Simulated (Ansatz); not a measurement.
The figure comes from a scan of WSi2 (MoSi2 type, space group I4/mmm): the cell is scaled evenly about its relaxed volume V₀. Method: PBE (plane waves to 420 eV, PAW, scalar-relativistic; Ansatz, an electronic-structure program). k mesh 20×20×20 (Γ-centred), Fermi-Dirac smearing 0.05 eV. Energies are smeared free energies. Spin-orbit coupling is left out, though W is heavy. The PAW data are Ansatz's earlier set. WSi2 is run without spin polarisation. WSi2 was relaxed with its symmetry unable to fall. The zero of ΔE is the relaxed starting cell.

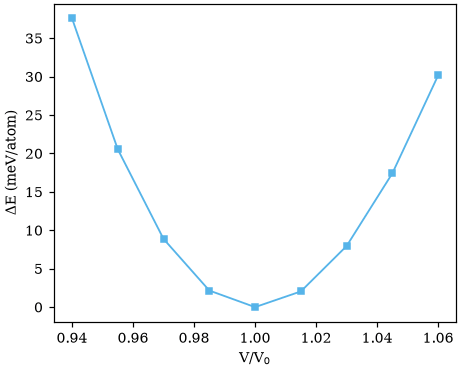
*ΔE (meV/atom) against V/V₀; one marker a computed point.*

Problem. List the plotted points as numbers.

Solution. To the nearest 1:

```json
[
 {"V/V₀": "0.940", "ΔE (meV/atom)": "38"},
 {"V/V₀": "0.955", "ΔE (meV/atom)": "21"},
 {"V/V₀": "0.970", "ΔE (meV/atom)": "9"},
 {"V/V₀": "0.985", "ΔE (meV/atom)": "2"},
 {"V/V₀": "1.000", "ΔE (meV/atom)": "0"},
 {"V/V₀": "1.015", "ΔE (meV/atom)": "2"},
 {"V/V₀": "1.030", "ΔE (meV/atom)": "8"},
 {"V/V₀": "1.045", "ΔE (meV/atom)": "17"},
 {"V/V₀": "1.060", "ΔE (meV/atom)": "30"}
]
```

(Under strain, the slope of the energy per volume gives the stress and its curvature an elastic modulus.)
